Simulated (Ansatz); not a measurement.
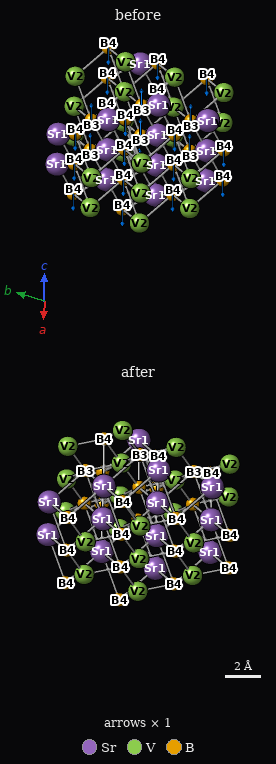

The structure of crystalline SrVB2 (built on the layered alpha-NaFeO2 type) (coarse preliminary run) before (top) and after (bottom) a relaxation, at one scale. The blue arrows give the displacements (the part carried along by the change of the cell is left out), at their true length.

A ball-and-stick model of the atoms within 5.8 Å of the atom that moves most (axes of the conventional cell (3 times the calculation's cell)), seen from a free direction. Lengths and directions refer to the drawn axes.

Case: layered alpha-NaFeO2 type (R-3m, No. 166).

Theory: DFT PBE, scalar-relativistic, plane waves, PAW (Ansatz 0.2.0).

Input
```yaml
crystal:
  lattice:
    - [1.6752409991, 0.9672008417, 5.8950459615]
    - [-1.6752409991, 0.9672008417, 5.8950459615]
    - [0.0, -1.9344016836, 5.8950459615]
  atoms:
    - { symbol: Sr, position: [0.5, 0.5, 0.5] }
    - { symbol: V, position: [0.0, 0.0, 0.0], spin: 2.52 }
    - { symbol: B, position: [0.222, 0.222, 0.222] }
    - { symbol: B, position: [0.778, 0.778, 0.778] }
basis:
  ecutwfc: 420
kpoints:
  mp_grid: { grid: [6, 6, 6] }
hamiltonian:
  xc: pbe
scf:
  occupations: { method: gaussian, width: 0.1 }
  lower_state_search: "off"
output:
  forces: true
  stress: true
  eigenvalues: true
  populations: true
magnetization:
  spin_polarized: true
relax:
  adjacent_minimum: "off"
  f_tol: 0.04
  max_steps: 70
  cell: { stress_tol: 0.4 }
```

Run as
```bash
ansatz run input.yaml --threads 1 --pin off --max-ram 2560MiB --backend cpu --events-out ev --progress --plain --runs-dir out
```

Describe what moved and what it gained.

The energy falls by 2313 meV per atom in 9 accepted moves (10 points after the start). Largest force component: 5.4 eV/Å at the start, 0.00079 eV/Å at the end. Pressure: 22.91 GPa at the start and 0.13 GPa at the end. At 1 point the geometry stayed and the basis and grid were re-selected for the new cell (energy shift of 3.0 meV per atom at most each time). The largest moves relative to the cell, 1.28 Å, are those of B3 and B4. B3 goes along +c. V and Sr stay in place. The volume changes by +8.8 %, with a = b 3.350 → 3.651 Å (+9.0 %), c 17.685 → 16.199 Å (−8.4 %). Near-neighbour distances that change, for instance: Sr1–B3 4.916 → 3.226 Å, Sr1–B3 (another image) 2.168 → 3.028 Å, V2–B3 2.760 → 2.173 Å, Sr1–Sr1 3.350 → 3.651 Å. New bonds form, among them: Sr1–B3 (4.92 → 3.23 Å), Sr1–B4 (4.92 → 3.23 Å). Bond angles that change, for instance: V2–B4–V2 74.7° → 114.3°, B3–V2–B4 105.3° → 65.7°, B3–V2–B3 74.7° → 114.3°. The space group stays R-3m (No. 166). The program noted that the starting moments weren't kept.
